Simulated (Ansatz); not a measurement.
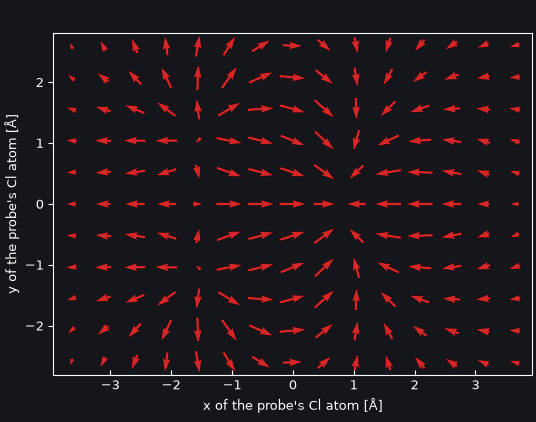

AlFS₂ (SMILES [F][Al]1[S][S]1) with the probe Cl-. The probe is moved over a plane parallel to the molecule's main plane, 2.70 Å above it. Coordinates scanned: (1) x of the probe's Cl atom; (2) y of the probe's Cl atom. Nothing is relaxed (molecule and probe rigid). The grid has 15 × 11 points; 90 points were computed and 75 follow by symmetry. Points are written as (first, second). Method: Ansatz 0.2.0, RHF/def2-SVPD.

In the figure: arrows along the force (downhill), their lengths compressed.

The arrows alone are given. Where is the energy lowest?

The arrows converge at about (0.80 Å, 0.00 Å) (read from the interpolated surface).

The energy map of the same scan:

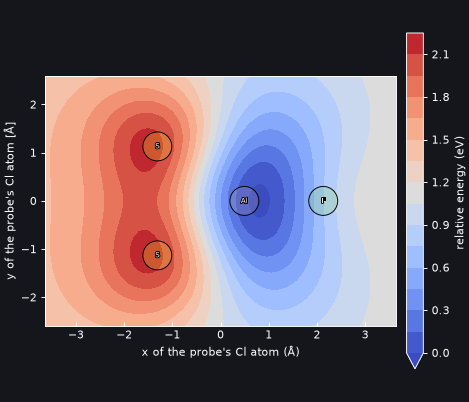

Energies are in eV, from the lowest grid point; between grid points the surface is interpolated.
